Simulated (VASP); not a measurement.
Band structure of TaS₂ (relaxed from the CdI2 structure, space group P-3m1). These are PBEsol GGA with spin-orbit coupling, VASP's PBE PAW potentials (set 64) (plane waves; VASP 6.6.1) values and carry that method's errors.

Without a dispersion term in the relaxation, distances and binding between the weakly bound layers, chains or molecules are unreliable, and so is what depends on them.

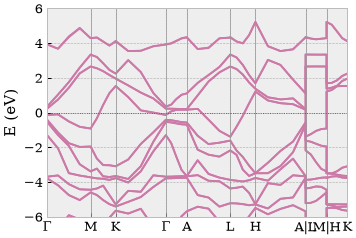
Figure. Bands along high-symmetry lines, zero at the valence-band maximum or, without a gap, the Fermi level

**Question.** Read the plot: is there a gap, and where are the band edges?

**Answer.** It has no gap at this level: it comes out as a metal or semimetal.

The structure was generated: TaS2 was put into the CdI2 type (P-3m1), which need not be its known phase. It was relaxed first, which changed the volume by -12 %.
